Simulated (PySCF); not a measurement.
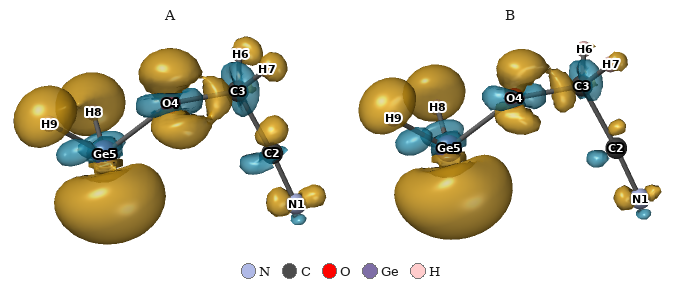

C2H4GeNO, doublet, SMILES `N#CC[O][GeH2]`. The two Fukui functions at ±0.03 e/Å³ (yellow positive, teal negative).

PySCF calculation, PBE0/6-311G**, gas phase; geometry: GFN2-xTB. No frequency check shows the geometry to be a minimum. GFN2-xTB bond lengths at metals and heavier atoms can be off by up to 0.1 Å and shapes distorted, which carries into these values. GFN2-xTB doesn't know the spin state, so this open-shell geometry is rough.

**Which panel is f⁻ (electron removed) and which f⁺ (electron added)?**

A is f⁻, B is f⁺. f⁻ (Hirshfeld-condensed) is largest on Ge5 (0.45); the vertical ionisation energy is 9.22 eV (to the singlet cation, which needn't be its lowest state). f⁺ (Hirshfeld-condensed) is largest on Ge5 (0.54); the vertical electron affinity is 1.72 eV (to the singlet anion, which needn't be its lowest state; the anion's highest orbital has positive energy, so this value and f⁺ depend on the basis).
